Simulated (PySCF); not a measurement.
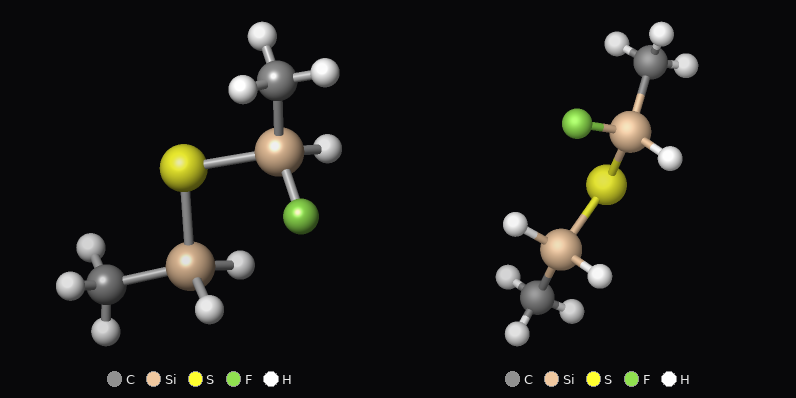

The same structure drawn twice, from different directions.

The geometry was computed by an optimisation with GFN2-xTB. No frequency run is at hand to confirm it as a minimum.

**What is the molecular formula?**

C₂H₉FSSi₂, 15 atoms: 2 carbon, 9 hydrogen, 1 fluorine, 1 sulfur and 2 silicon.

**Name functional groups in it.**

Among them: Si–H bond.

The parts below concern this one geometry. Atoms keep their numbers from picture to picture.

Symmetry

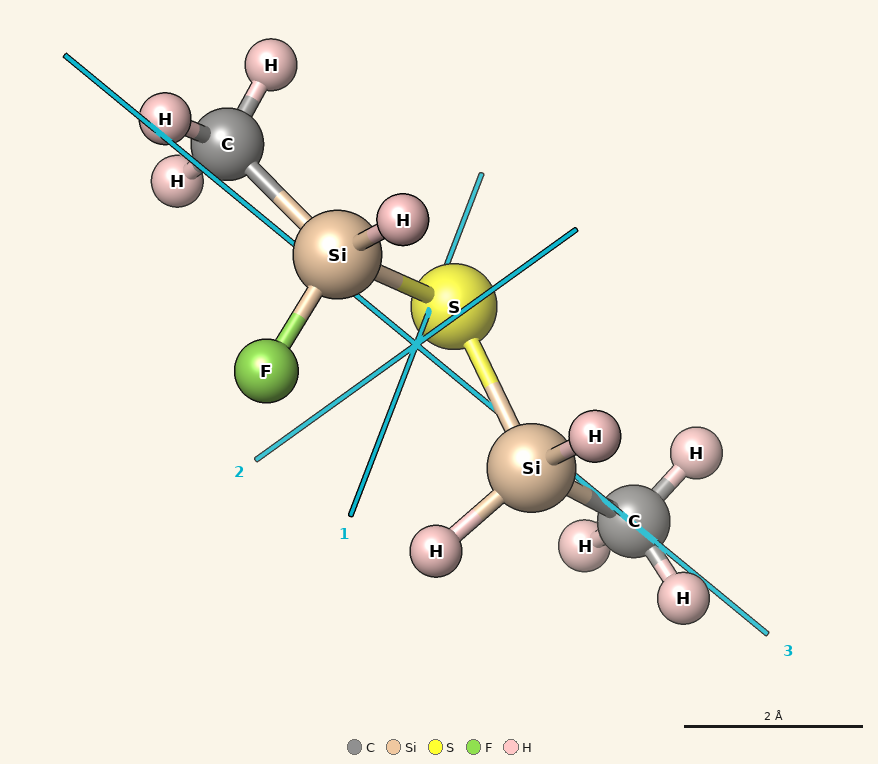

The three principal axes of inertia are drawn and numbered. Atoms fade into the background with distance from the viewer. No frequency run is at hand to confirm it as a minimum. Masses are those of the most abundant isotopes; constants are for the rigid equilibrium geometry.

**Which line is the a axis (least moment of inertia), which b and which c?**

a is line 3, b is line 1, c is line 2; the moments are 123, 550, 634 u Å².

**What kind of rotor is it, and what are its rotational constants in cm⁻¹?**

An asymmetric top (C1): A = 0.137, B = 0.0307, C = 0.0266 cm⁻¹. Ray's parameter κ is −0.93, close to the prolate limit.

Dipole moment

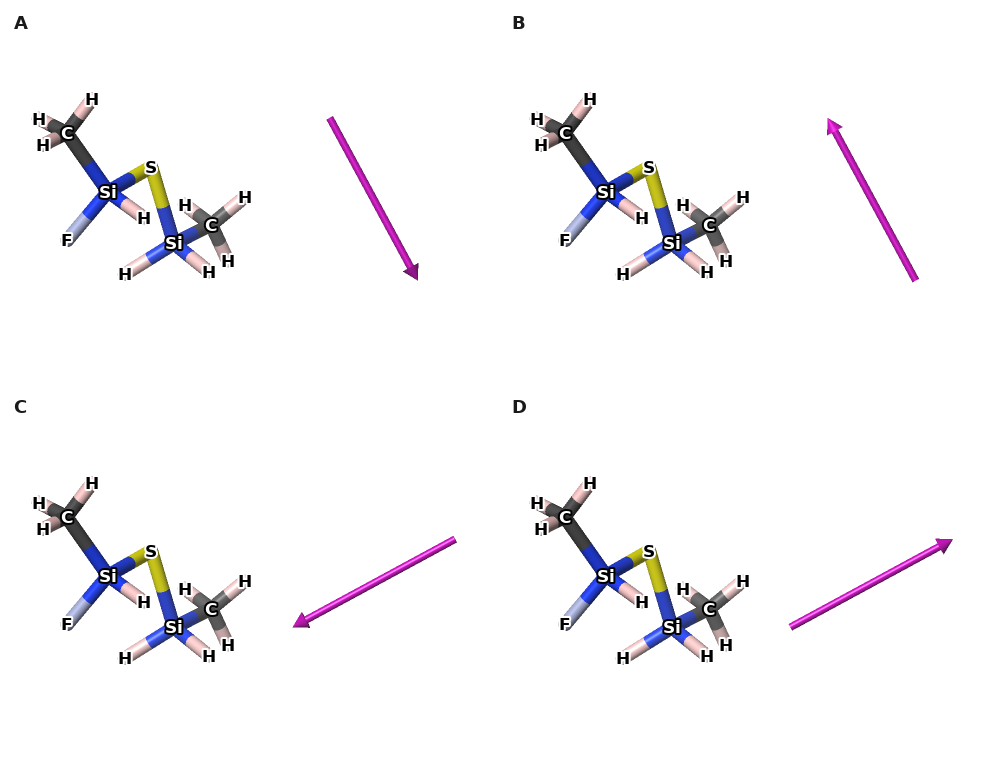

The same molecule four times, each with an arrow. No frequency run is at hand to confirm it as a minimum. Level of theory: CAM-B3LYP/def2-SVPD, gas phase (PySCF 2.14.0).

**Which arrow points along the dipole moment, from the negative to the positive end?**

D. The dipole moment is 0.88 D.

Excitation

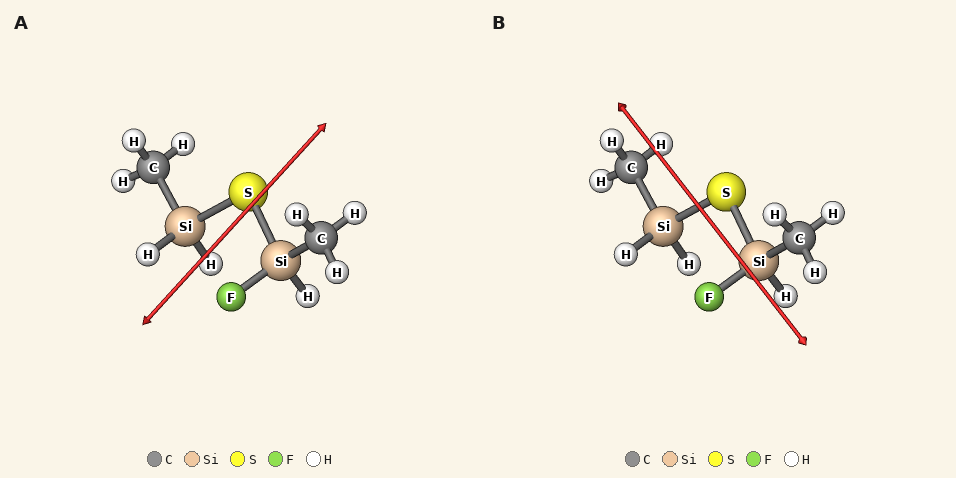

The double arrows show the directions of two transition dipoles from the ground state (lengths mean nothing). No frequency run is at hand to confirm it as a minimum. Method: TDDFT CAM-B3LYP/def2-SVPD, vertical, gas phase, core orbitals frozen in the response (PySCF 2.14.0).

**One belongs to singlet state 4 and one to singlet state 7. Which is which?**

A: state 7, 7.81 eV (159 nm), oscillator strength 0.054, of mixed character, with the largest part HOMO−1 → LUMO+1 (weight 0.32).
B: state 4, 7.32 eV (169 nm), oscillator strength 0.036, of mixed character, with the largest part HOMO → LUMO+2 (weight 0.35).

Polarisability

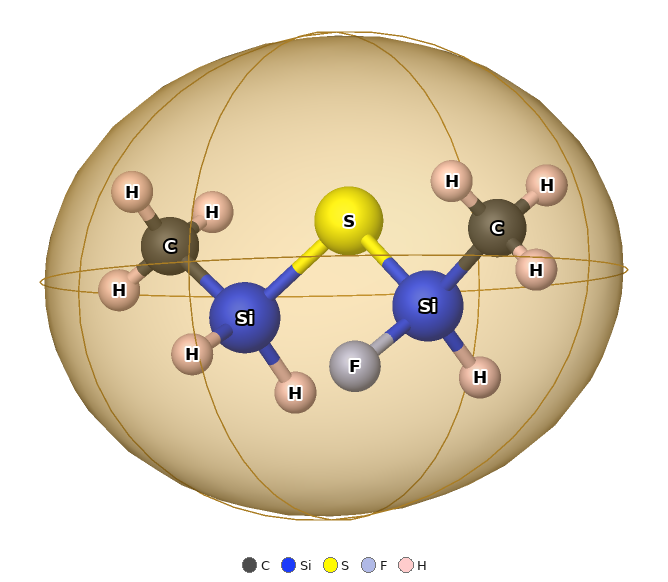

The ellipsoid shows the static dipole polarisability: its half-axes are proportional to the principal values. No frequency run is at hand to confirm it as a minimum. Level of theory: CAM-B3LYP/def2-SVPD (PySCF 2.14.0).

**How large and how anisotropic is the polarisability?**

Principal values 79.6, 89.3, 124.9 bohr³; mean 97.9 bohr³ (14.51 Å³); anisotropy 41.3 bohr³, so the longest axis is 1.57 times the shortest.

The geometry is semi-empirical. Around Si such bond lengths and angles can be off by a tenth of an ångström or more and by several degrees, and values that hang on the shape move with them.
